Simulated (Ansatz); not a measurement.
# AlNH3 (SMILES [NH2][AlH]): UHF/STO-3G

What is the energy change on altering one bond length of AlNH3 at UHF/STO-3G? 

The calculation is run with Ansatz 0.2.0.

52 further runs of the same task are left out: 52 set aside as unsound or not needed.

## Step 1: The system as given

The species is AlNH3 (5 atoms), meant as a doublet with charge 0. SMILES: `[NH2][AlH]`. The shape is that of a PBE0-D4/def2-TZVP optimisation. This is one conformer, not always the lowest.

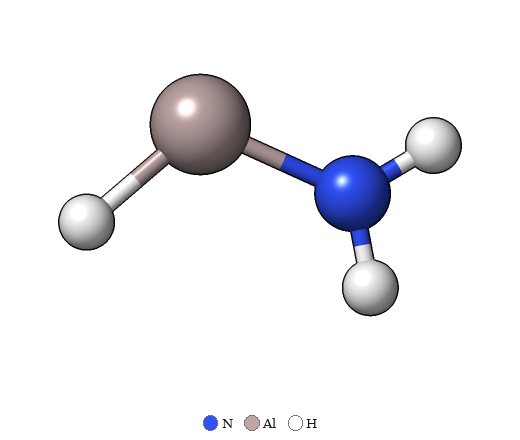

Viewed from a chosen angle; nitrogen blue, aluminium light grey, hydrogen white.

## Step 2: A single-point energy at UHF/STO-3G

The input, molecule.yaml:

```yaml
crystal:
  periodic: [false, false, false]
  atoms:
    - symbol: N
      position_ang: [-0.116600, -0.660800, 0.175100]
    - symbol: Al
      position_ang: [0.836600, 0.833900, 0.120800]
    - symbol: H
      position_ang: [0.148500, -1.505300, 0.655500]
    - symbol: H
      position_ang: [-1.010300, -0.782800, -0.277400]
    - symbol: H
      position_ang: [0.191800, 2.041400, -0.715400]
basis:
  gaussian:
    orbitals: STO-3G
accuracy: high
magnetization:
  spin_polarized: true
  initial_magnetization: 1
hamiltonian:
  xc: hf
```

The run is started by

```console
ansatz run molecule.yaml --threads 1 --pin off --max-ram 2610MiB --events-out events.jsonl --progress --plain --runs-dir runs
```

Standard output:

```text
Warning: RAYON_NUM_THREADS=1 ignored (pool sized by the plan → 1); use --threads N
Functional definition: HF
  name "HF"
  exchange = exact_x
  correlation = 0
288 factors; integrals over basis functions are off by at most 1.1e-8 eV
mean field evaluation 1: about -8010.4117 eV, gradient 1.4e1 eV
mean field evaluation 2: about -8010.4526 eV, gradient 1.4e1 eV
mean field evaluation 4: about -8012.1659 eV, gradient 1.6e0 eV
mean field evaluation 8: about -8012.2237 eV, gradient 2.0e-4 eV
mean field -8012.22239226 eV, -294.4437420362 hartree, gradient 9.0e-8 eV, S^2 0.756016; 0 other end points of the search recorded, 0 dependent functions left out
reference -8012.22239226 eV, -294.4437420362 hartree; 12, 11 occupied and 5, 6 virtual orbitals, 288 factors
Total energy: -8012.22239226 eV, -294.4437420362 hartree
```

Wall time 0.14 s (1 thread of Intel Xeon Platinum 8259CL at 2.50GHz (Skylake/Cascade Lake), shared host).

## Step 3: The distorted shape

The input, in.yaml:

```yaml
crystal:
  periodic: [false, false, false]
  atoms:
    - symbol: "N"
      position_ang: [0.106816, -0.630301, 0.288220]
    - symbol: Al
      position_ang: [1.060016, 0.864399, 0.233920]
    - symbol: H
      position_ang: [0.371916, -1.474801, 0.768620]
    - symbol: H
      position_ang: [-1.010300, -0.782800, -0.277400]
    - symbol: H
      position_ang: [0.415216, 2.071899, -0.602280]
basis:
  gaussian:
    orbitals: STO-3G
accuracy: high
hamiltonian:
  xc: hf
magnetization:
  spin_polarized: true
  initial_magnetization: 1
```

The run is started by

```console
ansatz run in.yaml --threads 1 --pin off --max-ram 2610MiB --events-out events.jsonl --progress --plain --runs-dir runs
```

Standard output:

```text
Warning: RAYON_NUM_THREADS=1 ignored (pool sized by the plan → 1); use --threads N
[... 4 set-up lines as earlier in the session ...]
288 factors; integrals over basis functions are off by at most 1.4e-8 eV
mean field evaluation 1: about -8009.0061 eV, gradient 1.5e1 eV
mean field evaluation 2: about -8009.0458 eV, gradient 1.5e1 eV
mean field evaluation 4: about -8011.0276 eV, gradient 1.8e0 eV
mean field evaluation 8: about -8011.0985 eV, gradient 6.2e-4 eV
mean field -8011.09699430 eV, -294.4023844241 hartree, gradient 2.0e-8 eV, S^2 0.758414; 0 other end points of the search recorded, 0 dependent functions left out
reference -8011.09699430 eV, -294.4023844241 hartree; 12, 11 occupied and 5, 6 virtual orbitals, 288 factors
Total energy: -8011.09699430 eV, -294.4023844241 hartree
```

Wall time 0.16 s (1 thread of Intel Xeon Platinum 8259CL at 2.50GHz (Skylake/Cascade Lake), shared host).

## Step 4: Results

At UHF/STO-3G:

| quantity | value |
| --- | --- |
| first shape: total energy | -294.44374 Eh |
| first shape: ⟨S²⟩ | 0.756 |
| distorted shape: total energy | -294.40238 Eh |
| distorted shape: ⟨S²⟩ | 0.758 |
| energy change with the N1–H4 bond stretched from 1.009 to 1.261 Å | 1.125 eV |

With the N1–H4 bond stretched from 1.009 to 1.261 Å the energy rises by 1.13 eV (26 kcal/mol). The first shape isn't relaxed at this level, so the change isn't measured from a minimum. The minimal basis adds a large error of its own.
